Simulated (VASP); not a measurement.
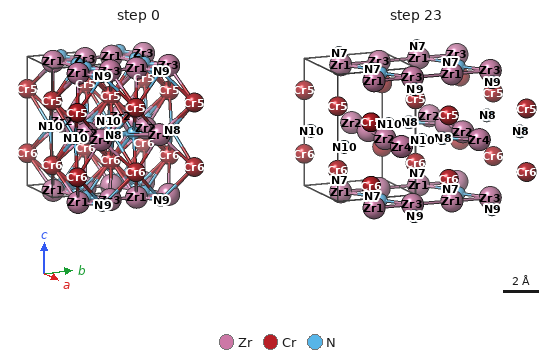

The structure of a crystal of Zr2CrN2 (a generated structure, set up in P4_2/mmc) before (left) and after (right) a relaxation, at one scale.

A ball-and-stick model of the cell of the calculation, repeated 2 × 2 × 1 with one cell outlined, seen slightly off an axis.

The run lets cell and atoms move.

The calculation used Kohn-Sham DFT of a periodic cell, PBE, VASP PAW PBE potentials, recommended (VASP 6.6.1).

Input
```
PREC     = Normal         # precision mode
ENCUT    = 520            # plane-wave cutoff, eV
EDIFF    = 1E-4           # SCF threshold, eV
ISMEAR   = 0              # smearing method
SIGMA    = 0.15           # smearing width, eV
LREAL    = Auto         
LASPH    = T              # aspherical terms in the spheres
NELM     = 60             # most SCF steps
ALGO     = Fast           # electronic algorithm
ISIF     = 3              # what is computed and relaxed
LWAVE    = F              # write WAVECAR
LCHARG   = F              # write CHGCAR
ISPIN    = 2              # spin polarisation
MAGMOM   = 0 0 0 0 3 3 0 0 0 0 # initial moments
LORBIT   = 11             # projections on sites
LMAXMIX  = 4              # l up to which the mixer works
GGA      = PE             # functional
IBRION   = 2              # ionic algorithm
NSW      = 24             # ionic steps
EDIFFG   = -0.08          # ionic threshold
KPAR     = 2
```

Run as
```bash
cat potpaw_PBE.64/Zr_sv/POTCAR potpaw_PBE.64/Cr_pv/POTCAR potpaw_PBE.64/N/POTCAR > POTCAR
mpirun -np 2 vasp_std > vasp.out
```

**Describe what moved and what it gained.**

The relaxation stopped without meeting its thresholds, so the last structure isn't shown to be converged. The largest moves relative to the cell, 1.51 Å, are those of N7, N8, N9 and N10. N8 goes along +b. Largest moves by element: N 1.51 Å, Zr 0.14 Å. Cr stays in place. Cell: a = b 3.723 → 4.956 Å (+33.1 %), c 7.718 → 7.603 Å (−1.5 %). Volume +74.6 %. Among the contacts that change: Zr1–N7 1.588 → 3.358 Å, Zr1–Zr3 1.683 → 2.510 Å, Zr1–Cr5 2.810 → 3.366 Å, Zr1–N7 (another image) 2.705 → 2.200 Å. Bonds break, among them: Zr1–N7 (1.59 → 3.36 Å), Zr1–N9 (1.59 → 3.36 Å), Zr2–N10 (1.59 → 3.36 Å), Zr2–N8 (1.59 → 3.36 Å). Bond angles that change, for instance: N7–Zr1–N9 135.7° → 112.5°, Zr3–Zr1–N7 67.8° → 56.2°, Zr3–Zr1–N7 112.2° → 123.8°. The space group stays P4_2/mmc (No. 131). After 23 geometry steps the energy has fallen by 6805 meV per atom. The largest force component goes from 31 to 0.24 eV/Å. The pressure goes from 295.15 to −4.58 GPa. At step 1 the optimiser overshot: the energy rose above the start, and later steps came back. The volume changes by over a tenth within one run on a fixed set of plane waves, so the end point should be relaxed again from the new cell.

Limits of the set-up: only the magnetic order of this start and cell was tried (total moment 7.8 μB per cell).
